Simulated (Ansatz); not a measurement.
Start from AlN in the wurtzite structure (space group P6_3mc, No. 186; a = 3.107 Å, c = 4.978 Å).

Perturbation: full substitution Al → Ga; the structure is relaxed again.

All numbers come from plane-wave PAW DFT at the r2SCAN level (Ansatz, a first-principles code, 500 eV), no SOC, earlier PAW set.

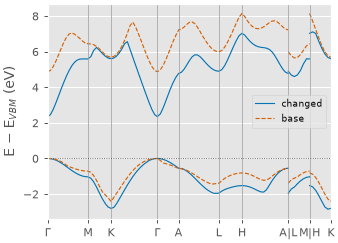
Figure: Highest valence and lowest conduction band along the path, each from its own valence-band maximum

### Question
From the figure, how large is the changed gap, and is it direct?

### Answer
About 2.4 eV, direct at Γ.

Whether these cells are dynamically stable was not tested.
